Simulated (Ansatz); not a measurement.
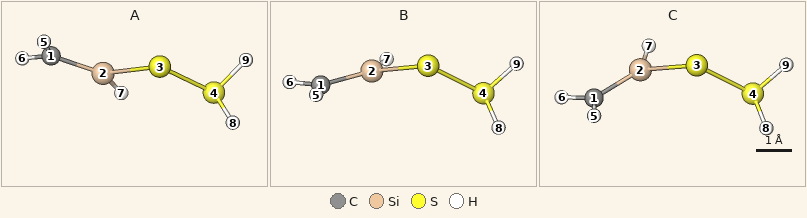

3 geometries from a converged minimum-energy path of CH5S2Si (charge +1), shuffled. A ball-and-stick model, seen at a tilt.

Theory: RKS BHLYP-D4/6-31G* in Ansatz 0.2.0. Settings: 7 movable images; climbing image; force threshold 0.03 eV/Å; iteration limit 43; starting path by image-dependent pair potential.

Question: One of them is the converged climbing image. Which?

Answer: A. In order along the path, whose images run from 0 to 8: C (image 1, +0.35 kcal/mol), B (image 2, +1.45 kcal/mol), A (image 4, +3.67 kcal/mol). The motion is a rotation about the Si2–S3 bond by about 145°. No bond forms or breaks between the ends. Among the angles between lasting bonds that change up to the highest image: S3–Si2–H7 114.4° → 108.7°, C1–Si2–H7 131.8° → 135.0°.
